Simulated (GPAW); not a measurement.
## BaTiO3 (P4/mmm): refractive index against wavelength

The refractive index of BaTiO3 (P4/mmm) along x below the direct gap (1.91 eV on the mesh) is read from one computed spectrum, n = √(Re ε). x, y and z are the Cartesian axes of the input cell.

Cell: a, b, c = 4.000, 4.000, 4.018 Å (primitive vectors), 5 atoms.

Method: GPAW 26.7.0, PBE, RPA, k-mesh 8×8×8, local fields up to 60 eV, Lorentzian half width 0.2 eV.

Launch of the response step: `OMP_NUM_THREADS=1 python df.py`. The run took 2.6 min, its band step included, on 1 thread of Arm Neoverse V1, with other jobs on the host.

```tsv
wavelength (nm)	photon energy E (eV)	n
3000	0.413	2.4662
2000	0.620	2.4767
1550	0.800	2.4898
1310	0.946	2.5035
1064	1.165	?
```

In the single-oscillator model n² − 1 = E₀E_d/(E₀² − E²), so 1/(n² − 1) = E₀/E_d − E²/(E₀E_d) is linear in E².

Working, on the rows shown:

| x = E² (eV²) | y = 1/(n² − 1) |
| --- | --- |
| 0.170801 | 0.196767 |
| 0.384302 | 0.194778 |
| 0.639837 | 0.192341 |
| 0.895757 | 0.189843 |

Means: x̄ = 0.52267, ȳ = 0.19343. Σ(x − x̄)(y − ȳ) = -0.002827, Σ(x − x̄)² = 0.2959. Slope = -0.002827 / 0.2959 = -0.009554; intercept = ȳ − slope · x̄ = 0.19843. Turned back into n, the line misses the rows shown by at most 0.00015.

Predict the last column of the withheld row from the fit.

At x = 1.3578 the line gives y = 0.18545, that is 2.5283. The run gave 2.5300, so the extrapolation is off by 0.0017, 3 % of the range in the table.

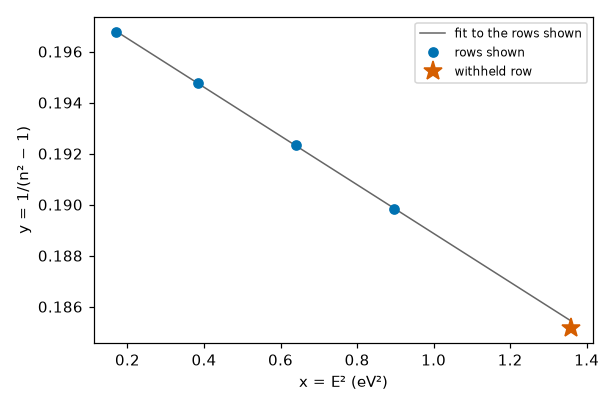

Refitted with all rows, the slope is -0.009788 and the intercept 0.19853. These give E₀ = √(intercept/−slope) = 4.50 eV and E_d = E₀/intercept = 22.7 eV; E₀ is 2.4 times the direct gap. The electronic limit at long wavelengths, without lattice vibrations, is n = √(1 + 1/intercept) = 2.457. Excitons are left out; PBE gaps are as a rule too small. The values come from a sum over the points of one k-mesh and carry its error, which grows as the direct gap shrinks. This version of GPAW has incomplete matrix elements in the optical limit, which can lower ε − 1 by up to a tenth where first-row anions or d states rule. Spin-orbit coupling is left out.

[Logs are printed without paths, hosts, clocks, repeated set-up lines and the standing remarks that a program may print on its own settings, such as how far it seeks lower states.]
